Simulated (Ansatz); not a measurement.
**ClH$_{7}$Si$_{3}$···FH$_{3}$Si: density, localisation and related maps**

```json
{"atom": "Si", "x (Å)": "-0.7592", "y (Å)": "0.5497", "z (Å)": "0.3013"}
{"atom": "Si", "x (Å)": "3.0799", "y (Å)": "-0.5539", "z (Å)": "0.5883"}
{"atom": "Si", "x (Å)": "-0.2931", "y (Å)": "-0.1746", "z (Å)": "-1.8747"}
{"atom": "Si", "x (Å)": "-3.0187", "y (Å)": "0.3050", "z (Å)": "0.8549"}
{"atom": "Cl", "x (Å)": "-0.2687", "y (Å)": "2.5608", "z (Å)": "0.4278"}
{"atom": "H", "x (Å)": "0.0865", "y (Å)": "-0.1724", "z (Å)": "1.2909"}
{"atom": "F", "x (Å)": "2.8185", "y (Å)": "-0.8095", "z (Å)": "2.1460"}
{"atom": "H", "x (Å)": "4.5281", "y (Å)": "-0.7297", "z (Å)": "0.3272"}
{"atom": "H", "x (Å)": "2.2921", "y (Å)": "-1.5467", "z (Å)": "-0.1823"}
{"atom": "H", "x (Å)": "2.6485", "y (Å)": "0.8237", "z (Å)": "0.2555"}
{"atom": "H", "x (Å)": "-1.2330", "y (Å)": "0.4873", "z (Å)": "-2.8174"}
{"atom": "H", "x (Å)": "1.1019", "y (Å)": "0.1681", "z (Å)": "-2.2568"}
{"atom": "H", "x (Å)": "-0.4793", "y (Å)": "-1.6487", "z (Å)": "-1.9563"}
{"atom": "H", "x (Å)": "-3.3829", "y (Å)": "-1.1364", "z (Å)": "0.7857"}
{"atom": "H", "x (Å)": "-3.2730", "y (Å)": "0.8137", "z (Å)": "2.2277"}
{"atom": "H", "x (Å)": "-3.8474", "y (Å)": "1.0637", "z (Å)": "-0.1179"}
```

The product side of a reaction path; geometry: PBE0-D4/def2-TZVP.

All numbers below come from RKS PBE0-D4/def2-TZVPP in Ansatz 0.2.0.

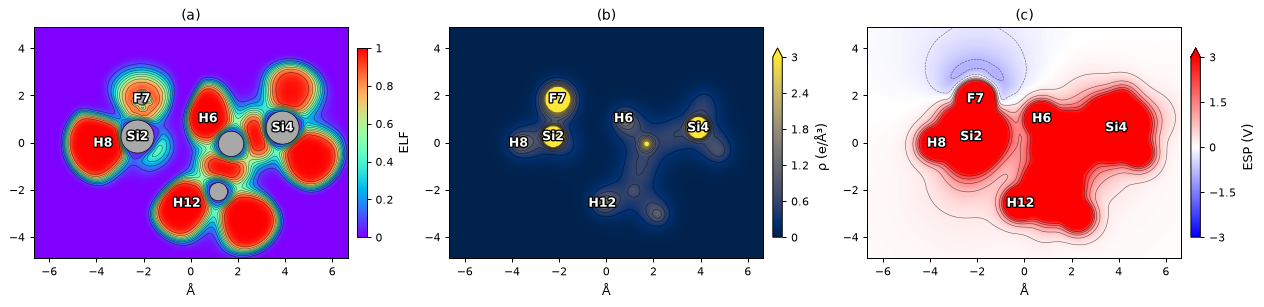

Figure 1. (a) electron localisation function; (b) total electron density; (c) molecular electrostatic potential on the plane of atoms F7, Si2 and H8. Grey discs cover the atomic cores in the ELF map.

Q: Interpret the plot.

A: The section cuts through Si, H and F sites. Si2···H6 (3.10 Å): the density falls to about 0.03 e/Å³ on the way; the ELF dips to about 0 between them (a non-bonded, intermolecular contact). Si–F (1.60 Å): ρ is about 1.2 e/Å³ halfway; the ELF peaks at about 0.85 in the valence shell of F, 0.6 Å from its nucleus, and is about 0.55 at the midpoint. Si–H (1.48 Å): ρ at the midpoint is about 0.84 e/Å³; the ELF climbs to about 1 towards the hydrogen, as it does in any bond to H. The ELF also peaks beside F7, away from the bonds: lone-pair regions. Outside the dense part of the complex the potential is most negative (−0.9 V) near F7.

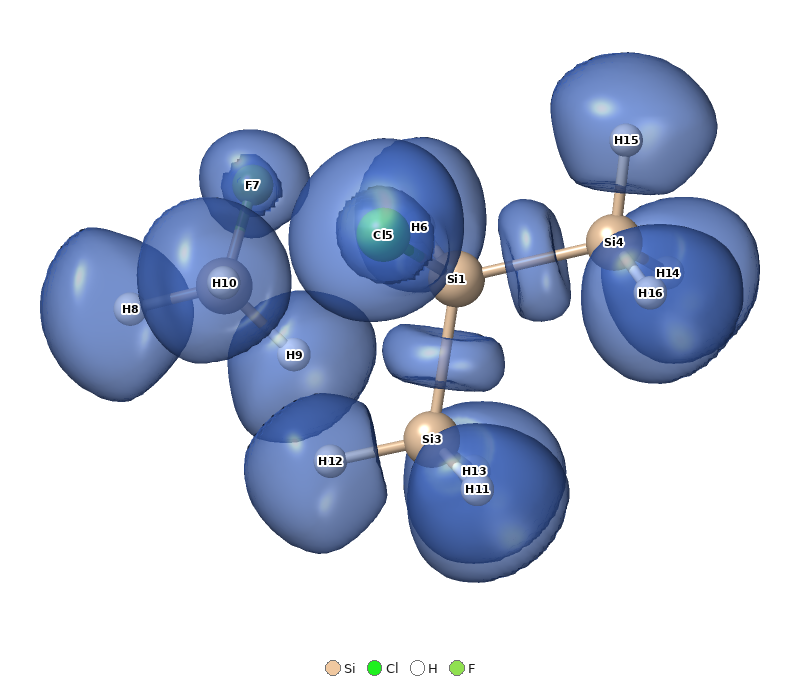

Figure 2. Isosurface of the electron localisation function at 0.75 (blue), seen at a tilt. Only the valence region is drawn (cores and ρ < 0.01 e/Å³ removed).

Q: Describe the localisation domains.

A: The surface consists of two regions between bonded Si–Si atoms (shared pairs), ten regions around hydrogen nuclei, one region on Cl in which the atom's valence shell and bonds are merged and one region wrapped around F (its lone pairs, merged into a ring or cap).

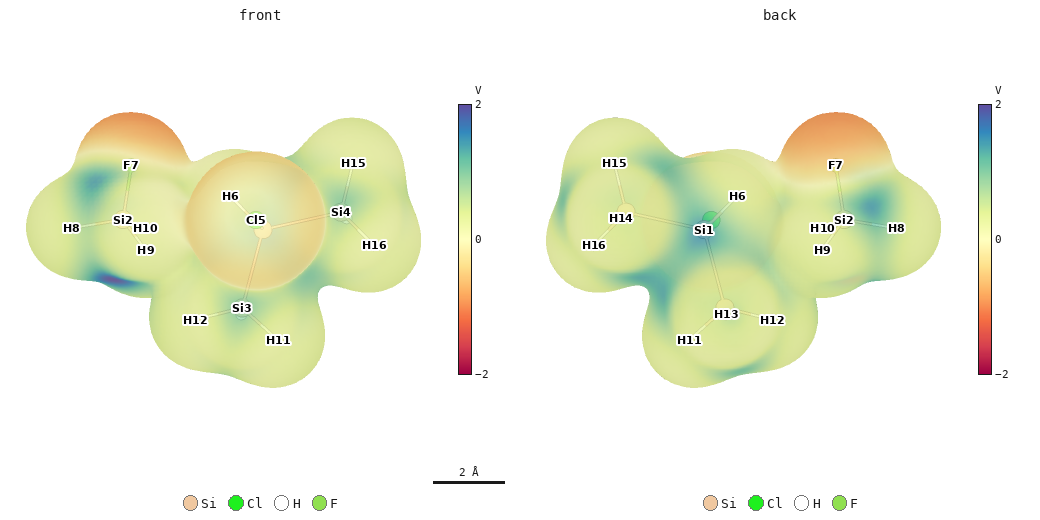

Figure 3. The molecular electrostatic potential painted on the density surface at 0.002 e/bohr³, seen from the front and from behind; the colour scale runs from red (negative) to blue (positive).

Q: Which sites attract a positive test charge, and which a negative one?

A: A positive charge is drawn to the negative regions and a negative charge to the positive ones. The most negative region (about −0.9 V) lies over F7, the most positive (about +1.7 V) over Si2.
